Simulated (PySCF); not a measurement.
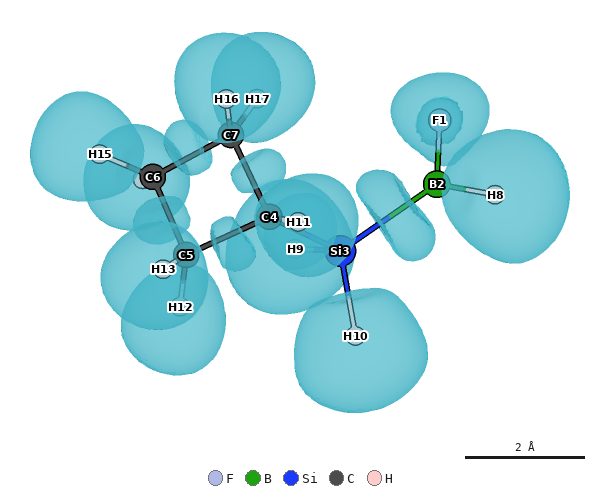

The picture shows: C4H10BFSi (SMILES FB[SiH2]C1CCC1). Isosurface of the ELF at 0.75 (cyan), seen at a tilt. Only the valence region is drawn (cores and ρ < 0.01 e/Å³ removed).

Geometry: GFN2-xTB.

The calculation used PBE0/pcSseg-1, SCF density, gas phase, non-relativistic in PySCF.

Input

```
{"job": {"kind": "nmr", "xc": "PBE0", "basis": "pcSseg-1"}, "charge": 0, "multiplicity": 1}
F      2.764893     2.117341     0.658578
B      2.719598     0.818585     0.874144
Si     1.545624    -0.322667    -0.228374
C     -0.170612    -0.497704     0.598654
C     -1.245874    -1.161946    -0.281537
C     -1.881300     0.213976    -0.513961
C     -1.010873     0.795171     0.606735
H      3.414761     0.462319     1.758613
H      1.303516     0.195625    -1.586920
H      2.043034    -1.697585    -0.422100
H     -0.067931    -0.959822     1.583647
H     -0.887486    -1.677866    -1.169694
H     -1.892481    -1.837507     0.276778
H     -1.637094     0.628358    -1.489822
H     -2.957832     0.275565    -0.364140
H     -1.560457     0.940772     1.536482
H     -0.486482     1.719414     0.366701
```

Run with:

```sh
OMP_NUM_THREADS=1 python probes_run.py task.json out
```

Q: Where are the electrons localised?

A: The ELF exceeds this value in one region between bonded B–Si atoms (shared pairs), four regions between bonded C–C atoms (shared pairs), one region between bonded C–Si atoms (shared pairs), ten regions around hydrogen nuclei and one region on F in which the atom's valence shell and bonds are merged. Along the contacts the grid gives the following. B–F (1.32 Å): the ELF peaks at about 0.85 between the atoms; a polar covalent bond. C–C (1.53 Å): the ELF peaks at about 0.95 between the atoms (a covalent bond).
